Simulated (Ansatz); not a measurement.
**AlB2H5: phonon calculation**

The run: phonon calculation of AlB2H5, SMILES [BH2][AlH][BH2]. Method and program: RKS B3LYP-D4/6-31G (Ansatz 0.2.0).

It belongs to a series of runs on one base structure; here: vibrations at the highest image of the band. Figures and captions count atoms from 1; the log counts them from 0 in places.

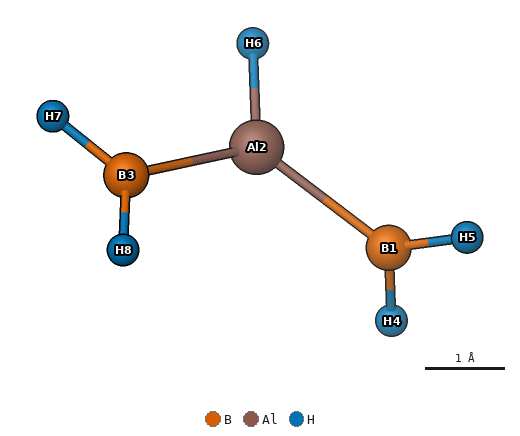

The structure (ball-and-stick view, seen at a tilt; atoms are numbered from 1 in the order of the input). Sticks mark near contacts. Bond lengths as drawn: Al–B 2.12 to 2.19 Å, Al–H 1.62 Å and B–H 1.20 Å.

### Input
```yaml
crystal:
  periodic: [false, false, false]
  atoms:
    - { symbol: B, position_ang: [-1.040723, 0.87607, -1.341001] }
    - { symbol: Al, position_ang: [-0.048312, 0.505022, 0.492947] }
    - { symbol: B, position_ang: [1.085359, -1.313335, 0.921506] }
    - { symbol: H, position_ang: [-2.179091, 0.550306, -1.545647] }
    - { symbol: H, position_ang: [-0.51014, 1.421427, -2.271068] }
    - { symbol: H, position_ang: [-0.141188, 1.646101, 1.64055] }
    - { symbol: H, position_ang: [1.631364, -1.482054, 1.975206] }
    - { symbol: H, position_ang: [1.20273, -2.203557, 0.127507] }
basis:
  gaussian: { orbitals: "6-31G" }
hamiltonian:
  xc: b3lyp
  dispersion: d4
phonons: {}
```

Command:
```bash
ansatz run input.yaml --threads 1 --pin off --max-ram 2048MiB --backend cpu --events-out ev --progress --plain --runs-dir out
```

### Log
```
Engine: ansatz 0.2.0, x86_64-unknown-linux-gnu
Functional definition: B3LYP
  parameter a0 = 0.2
  parameter ax = 0.72
  parameter ac = 0.81
  exchange = (1 - a0 - ax)*slater_x + ax*b88_x + a0*exact_x
  correlation = (1 - ac)*vwn_rpa_c + ac*lyp_c
582 factors; integrals over basis functions are off by at most 2.2e-4 eV
mean field evaluation 1: about -8026.5036 eV, gradient 1.8e1 eV
mean field evaluation 2: about -8027.2276 eV, gradient 1.2e1 eV
mean field evaluation 4: about -8027.7375 eV, gradient 2.7e-1 eV
mean field evaluation 8: about -8027.7342 eV, gradient 1.4e-3 eV
mean field -8027.73415076 eV, -295.0137886466 hartree, gradient 3.6e-5 eV, S^2 0.000000; 0 other end points of the search recorded, 0 dependent functions left out
the calculation of the forces begins
reference -8027.73442192 eV, -295.0137986119 hartree; 14, 14 occupied and 27, 27 virtual orbitals, 582 factors
these checks for a lower state are left out or cut short: stability, starts, cluster_reference, orbital_swaps, neighbouring_geometries, increment
582 factors; integrals over basis functions are off by at most 2.2e-4 eV
mean field evaluation 16: about -8027.7340 eV, gradient 5.2e-5 eV
mean field -8027.73403742 eV, -295.0137844817 hartree, gradient 1.1e-6 eV, S^2 0.000000; 0 other end points of the search recorded, 0 dependent functions left out
[... from here on the field's lines of each further geometry are left out, up to the last ...]
the calculation of the forces begins
reference -8027.73438641 eV, -295.0137973069 hartree; 14, 14 occupied and 27, 27 virtual orbitals, 582 factors
these checks for a lower state are left out or cut short: stability, starts, cluster_reference, orbital_swaps, neighbouring_geometries, increment
582 factors; integrals over basis functions are off by at most 2.2e-4 eV
mean field evaluation 288: about -8027.7341 eV, gradient 4.5e-2 eV
mean field -8027.73411196 eV, -295.0137872207 hartree, gradient 1.1e-6 eV, S^2 0.000000; 0 other end points of the search recorded, 0 dependent functions left out
the calculation of the forces begins
reference -8027.73438314 eV, -295.0137971867 hartree; 14, 14 occupied and 27, 27 virtual orbitals, 582 factors
WARN: phonons: modes at or below zero, which the zero-point energy, F, S and C_V leave out: 1, the lowest at -269.70 cm⁻¹. A minimum has none, and a first-order saddle one
Total energy: -8027.90188327 eV, -295.0199527027 hartree
Atom 0 at    -1.040723     0.876070    -1.341001 Å, force     0.001269    -0.001427     0.000996 eV/Å
Atom 1 at    -0.048312     0.505022     0.492947 Å, force     0.000852     0.001899     0.000981 eV/Å
Atom 2 at     1.085359    -1.313335     0.921506 Å, force    -0.002464    -0.000720     0.000404 eV/Å
Atom 3 at    -2.179091     0.550306    -1.545647 Å, force    -0.000854    -0.000047    -0.000421 eV/Å
Atom 4 at    -0.510140     1.421427    -2.271068 Å, force    -0.000107    -0.000082    -0.001515 eV/Å
Atom 5 at    -0.141188     1.646101     1.640550 Å, force    -0.000234     0.000244     0.000949 eV/Å
Atom 6 at     1.631364    -1.482054     1.975206 Å, force     0.000605    -0.000140    -0.000679 eV/Å
Atom 7 at     1.202730    -2.203557     0.127507 Å, force     0.000932     0.000273    -0.000716 eV/Å
Dipole moment:     0.036602    -0.117370    -0.055897 e Å
Vibrations: -269.70 124.01 217.98 327.71 471.41 492.77 546.81 580.68 686.12 832.82 863.10 1177.91 1190.04 1810.67 2563.14 2581.75 2633.18 2663.86 cm⁻¹, zero-point energy 1.225210 eV
```

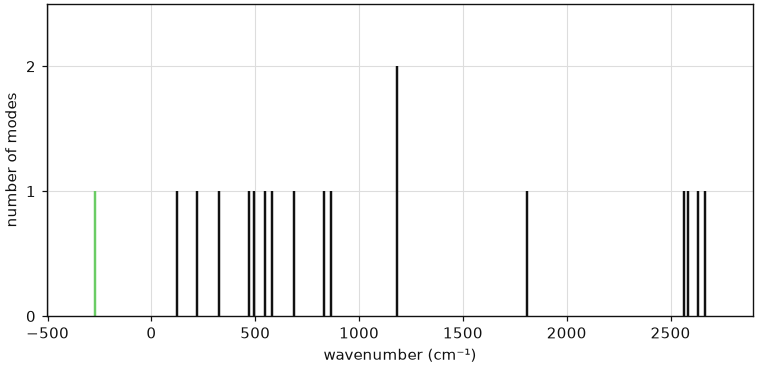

Harmonic vibrational wavenumbers from the force constants; neighbouring modes closer than 13 cm⁻¹ are counted in one stick, and imaginary ones are drawn at negative wavenumbers. 18 modes from 270i to 2664 cm⁻¹, 1 imaginary beyond 8i (270i cm⁻¹): a first-order saddle point, if the geometry is stationary.

### Results in brief

```csv
quantity,value
outcome,converged
total energy,−8027.9019 eV
mean-field energy,−8027.7344 eV
largest force (length of the vector),0.003 eV/Å
hardware,"1 thread of Intel Xeon (Sapphire Rapids), 192 GiB of memory available, shared host"
wall time,65 s
peak memory,0.12 GiB
```
